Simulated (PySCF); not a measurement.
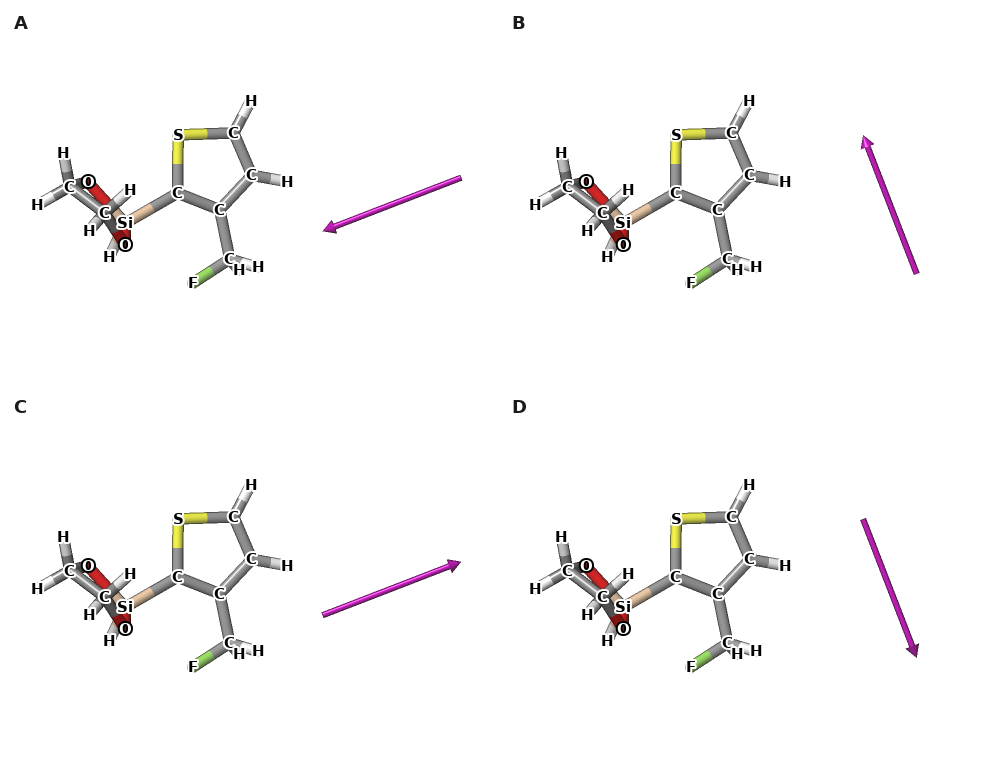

The same molecule four times, each with an arrow. The computed structure is the end point of a PBE0-D3(BJ)/def2-SVP optimisation. No frequency run is at hand to confirm it as a minimum. Method: HF/pcSseg-1, gas phase (PySCF 2.14.0).

Question: Which arrow points along the dipole moment, from the negative to the positive end?

Answer: C. The dipole moment is 2.71 D.
